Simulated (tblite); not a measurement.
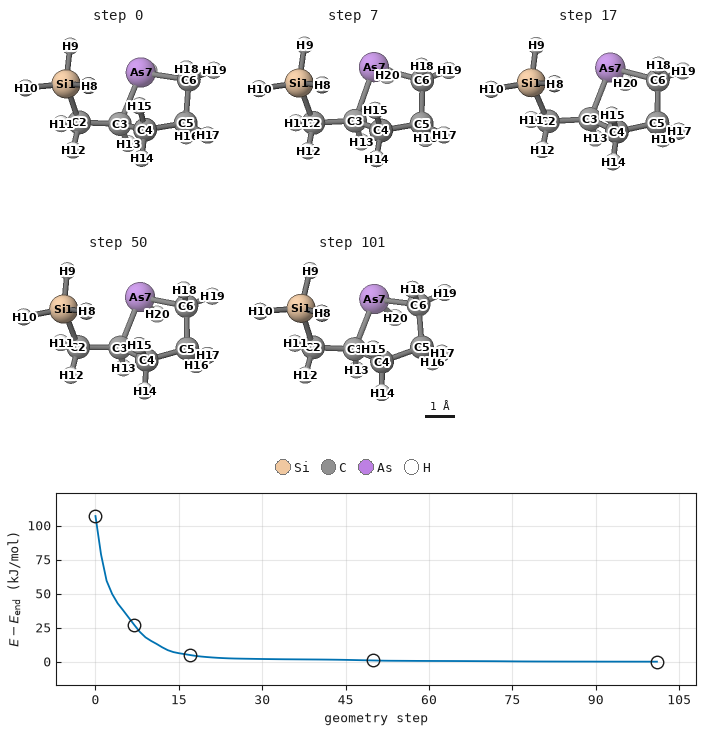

Frames of a relaxation of C5H13AsSi, marked on the history of the run. A ball-and-stick model, seen at a tilt.

Theory: tblite 0.8.0, GFN2-xTB geometry optimisation, gas phase. 

What happens along the run?

Answer. The largest move after the best rigid fit is that of H20, 0.81 Å. By element the largest moves are H 0.81 Å, As 0.29 Å, C 0.25 Å, Si 0.16 Å. Near-neighbour distances that change, for instance: Si1–As7 3.337 → 3.554 Å, Si1–C2 1.847 → 1.904 Å, As7–H20 1.571 → 1.519 Å, C2–C3 1.477 → 1.528 Å. Among the angles between lasting bonds that change: C6–As7–H20 110.8° → 93.1°, C3–As7–H20 109.2° → 93.6°, C4–C3–As7 95.3° → 106.8°. Groups turn about C4–C5 by about 25°, C3–C4 by about 20°. Over 101 geometry steps the energy falls by 107.0 kJ/mol. From step 0 to 7: H20 moves most (0.25 Å), energy −80.1 kJ/mol. From step 7 to 17: H20 moves most (0.27 Å), energy −22.0 kJ/mol. From step 17 to 50: H atoms move most (0.19 Å), energy −3.99 kJ/mol. From step 50 to 101: H9 moves most (0.27 Å), energy −0.90 kJ/mol.

```tsv
step	E − E(0), kJ/mol
0	0.00
1	-28.20
2	-47.52
3	-57.22
4	-64.18
5	-69.36
6	-74.74
7	-80.08
8	-85.18
9	-89.09
10	-91.70
15	-100.75
20	-103.56
24	-104.53
29	-104.94
34	-105.20
39	-105.35
44	-105.57
48	-105.90
53	-106.29
58	-106.41
63	-106.48
67	-106.54
72	-106.64
77	-106.80
82	-106.87
87	-106.90
91	-106.93
96	-106.95
101	-106.97
```
